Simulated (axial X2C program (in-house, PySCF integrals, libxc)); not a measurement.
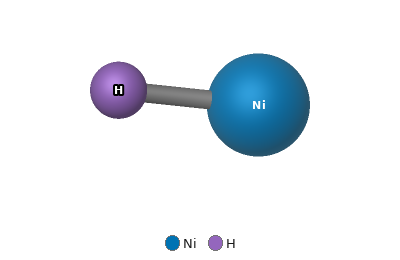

The molecule at the reference distance of 1.526 Å.

## Run report: NiH⁻, relativistic diatomic calculation

NiH⁻, single determinant with Ω = 3. Computed at this level: PBE0, two-component X2C with atomic mean-field Coulomb and Gaunt terms, Ni dyall-acv3z, H dyall-av3z (cores contracted) (axial X2C program (in-house, PySCF integrals, libxc)).

**Output**
```
two-component X2C + atomic mean field  PBE0
basis functions 147  fitting functions 777  grid points 5072
iter        total energy     max residual
   1      -1520.556586387     1.88e-05
   2      -1520.556586391     2.15e-05
   3      -1520.556586394     2.30e-05
   4      -1520.556586397     1.57e-05
converged
one-electron -2136.62152806  Coulomb 670.91905697  exact exchange -15.68344678  xc functional -48.43062891  nuclear repulsion 9.70967359  atomic mean-field constant -0.44971321
```

**The points of the curve**

```csv
R (Å),E (hartree),"dipole (D; origin at the first atom, positive when the second is positive)",highest filled (eV),lowest empty (eV)
1.328,−1520.546597,5.07,0.84,1.73
1.389,−1520.552352,4.55,0.84,1.76
1.434,−1520.554881,4.15,0.84,1.78
1.480,−1520.556216,3.75,0.83,1.80
1.526,−1520.556586,3.35,0.83,1.81
1.579,−1520.556059,2.87,0.81,1.83
1.633,−1520.554737,2.40,0.80,1.85
1.702,−1520.552188,1.78,0.77,1.86
1.785,−1520.548220,1.05,0.74,1.88
1.907,−1520.541575,0.00,0.67,1.91
```

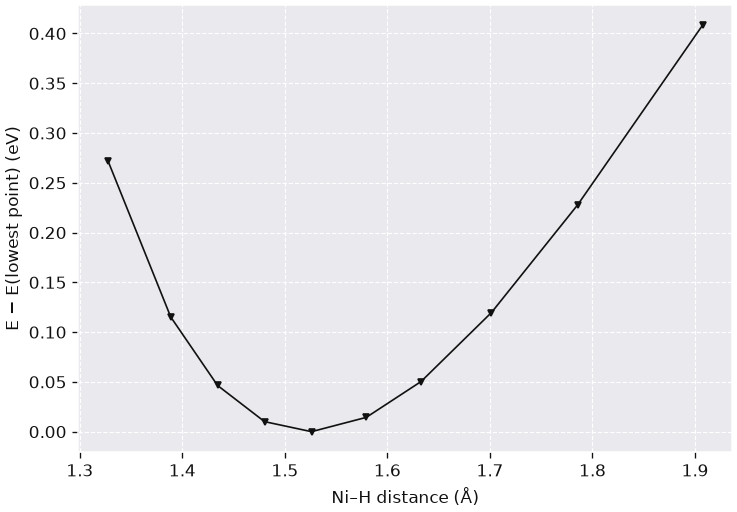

Energy at 10 bond lengths, for one set of occupations held fixed; the line joins the points. A polynomial of degree 6 through 9 points gives rₑ = 1.523 Å, ωₑ = 1663 cm⁻¹, ωₑxₑ = 45 cm⁻¹ and Bₑ = 7.333 cm⁻¹. The minimum lies 2.19 eV below Ni⁻ + H, each computed as one determinant at the same level.

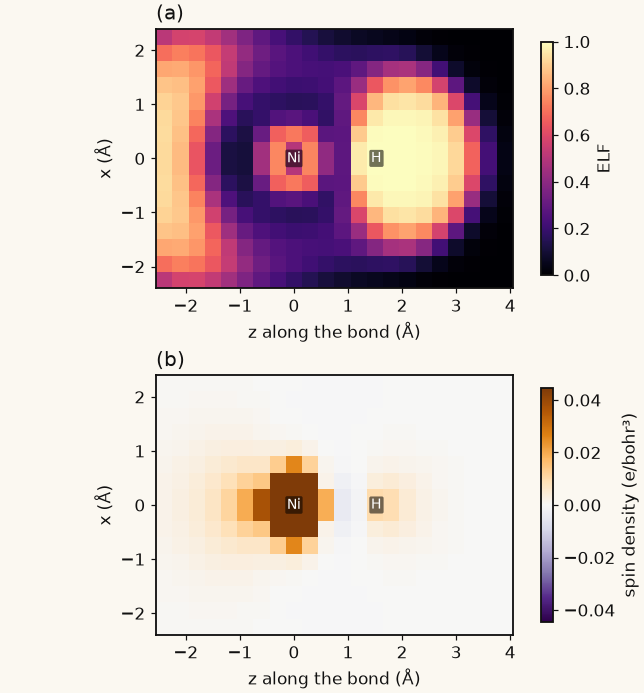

(a) electron localisation function; (b) spin density, in a plane that holds the axis, at 1.53 Å, on points 0.3 Å apart (one half computed, the other mirrored); the structure near the nuclei is finer than these points.

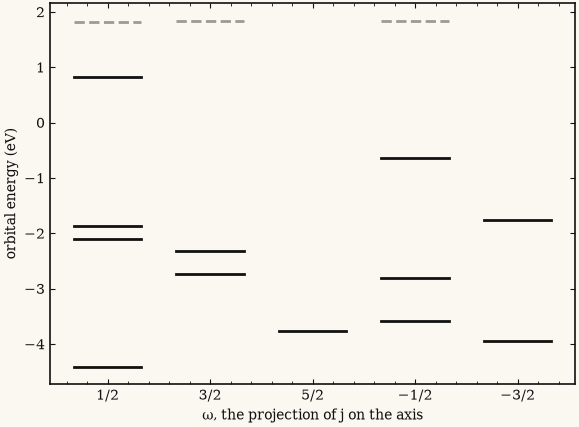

Orbital energies near the frontier at 1.53 Å, filled (solid) and empty (dashed). The highest filled spinor (1/2; 57 % Ni p, 28 % Ni s) lies at 0.83 eV, the lowest empty one (1/2; 85 % Ni p, 13 % Ni s) at 1.81 eV. A filled level above zero is held only by the finite basis .

**Input**
```
{"zs": [28, 1], "q": -1, "bas": ["dyall-acv3z", "dyall-av3z"], "levels": ["PBE0", "HF", "PW91"], "cc": true, "r0": 1.42, "thr": -2.0, "nmax": 90, "npts": 10, "nst": 2, "ntry": 6}
```

The line is the task of a batch: nuclear charges, charge, bases, the levels to run, a first guess of the distance and further settings. This report covers PBE0 with spin-orbit coupling. The log is that of the reference distance 1.526 Å, started from orbitals converged before.

The run was one of a batch that the task file lists, launched with:
```bash
python <driver script> task.json out
```

**Summary**

- outcome: converged; a filled level lies above zero
- bond length rₑ: 1.523 Å
- ωₑ: 1663 cm⁻¹
- energy at the minimum: −1520.55659 hartree
- depth below the fragments: 2.19 eV
- hardware: 1 thread of Arm Neoverse V1, 24 GiB of memory available, shared host
- wall time: 11 s
- peak memory: 0.73 GiB

**Notes**

The highest filled level (PBE0, up to 0.84 eV) lies above zero. That is common for anions, where the functional's self-interaction leaves the outer electrons unbound; only the finite basis holds them, so such levels depend on it.
